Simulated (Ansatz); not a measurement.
## Electronic structure of B₂Br₂H₄ in real space

| atom | x (Å) | y (Å) | z (Å) |
| --- | --- | --- | --- |
| B | -0.4614 | 0.5060 | -1.2630 |
| B | 0.2334 | -0.2754 | 0.4748 |
| Br | -1.2995 | 1.1196 | 0.5504 |
| Br | 0.6516 | 1.8264 | -2.1442 |
| H | 0.3059 | -0.4899 | -0.8315 |
| H | -0.1700 | -1.3363 | 0.8681 |
| H | -1.3056 | -0.0663 | -1.8940 |
| H | 1.2686 | 0.2276 | 0.8100 |

Geometry: r2SCAN-D4/def2-SVP.

These are results of Ansatz 0.2.0, isolated molecule in a Gaussian basis; Kohn-Sham density functional theory, functional PBE0, not measurements.

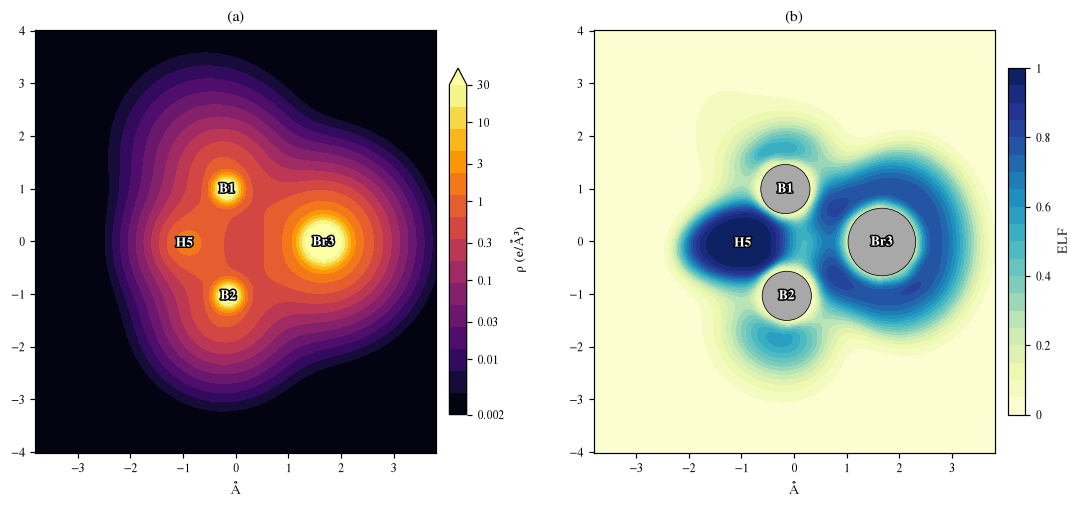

Figure 1. (a) total electron density; (b) ELF on the plane of atoms B1, Br3 and B2. Grey discs cover the atomic cores in the ELF map.

Describe what can be read from this map.

Answer.
- Atoms in the plane: B, Br and H.
- B–Br (2.07 Å): the density is about 0.81 e/Å³ at the midpoint, with its minimum of 0.58 e/Å³ about 0.6 Å from B; the ELF peaks at about 0.80 between the atoms (a polar covalent bond).
- The ELF also peaks beside Br3, away from the bonds: lone-pair regions.

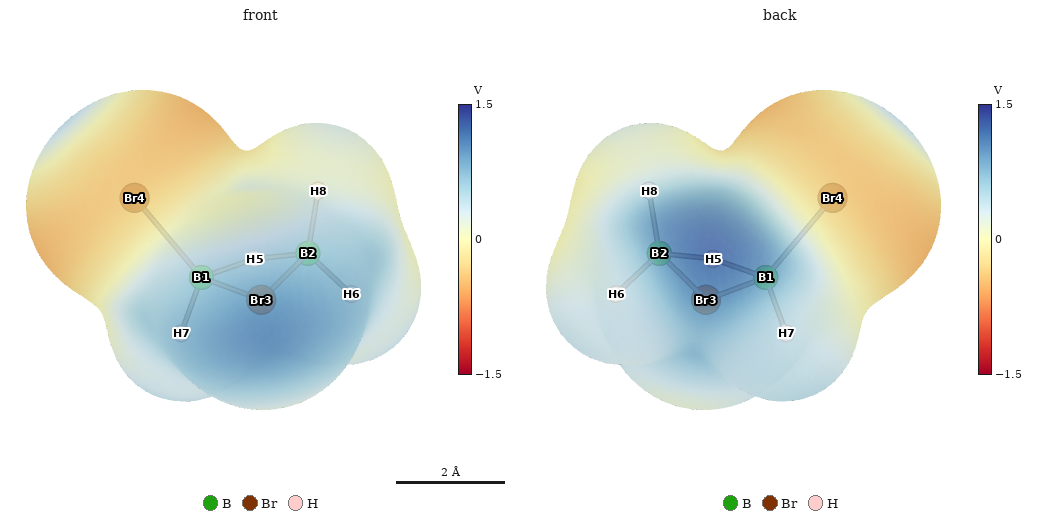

Figure 2. The electrostatic potential painted on the density surface at 0.002 e/bohr³, seen from the front and from behind; red is negative and blue positive.

Which sites attract a positive test charge, and which a negative one?

Answer. A positive charge is drawn to the negative regions and a negative charge to the positive ones. The most negative region (about −0.5 V, or −12 kcal/mol for a unit charge) lies over Br4, the most positive (about +1.2 V, or +28 kcal/mol for a unit charge) over H5. Br4 shows a σ-hole: about +0.4 V, or +9 kcal/mol for a unit charge at the tip opposite its bond, against about −0.4 V, or −9 kcal/mol for a unit charge on its flanks.

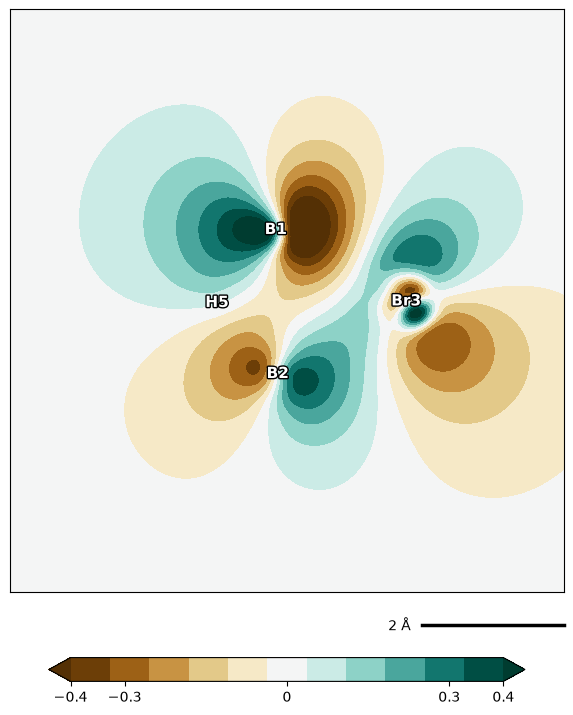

Figure 3. The LUMO on the plane of atoms B1, Br3 and B2 (values in Å⁻³ᐟ²; the overall sign is arbitrary).

Describe this orbital and give its energy.

Answer. Its weight (Hirshfeld) is mainly on Br3 (about 35 %), B1 (about 30 %), B2 (about 15 %) and Br4 (about 10 %). Its energy is −0.66 eV.

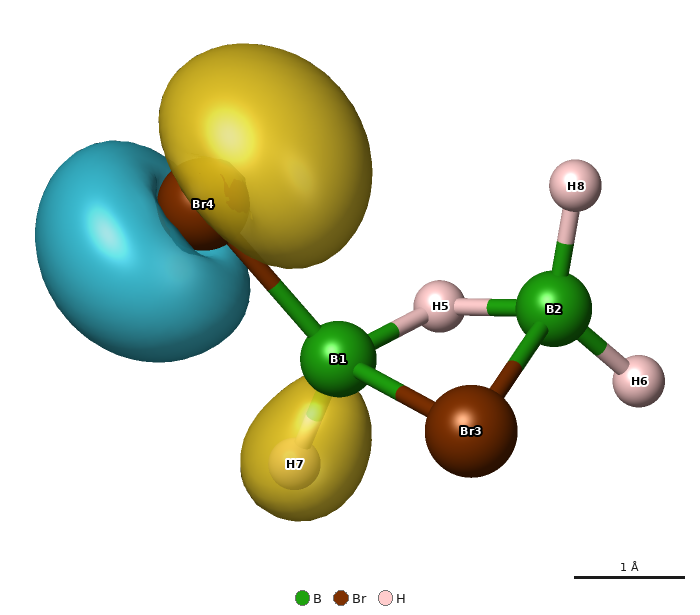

Figure 4. The HOMO at ±0.15 Å⁻³ᐟ² (yellow and cyan are the two phases), seen at a tilt.

What is the character of this orbital?

Answer. By Hirshfeld shares it lies mainly on Br4 (about 80 %) and B1 (about 5 %); largely a lone pair of Br4. Its energy is −8.25 eV.
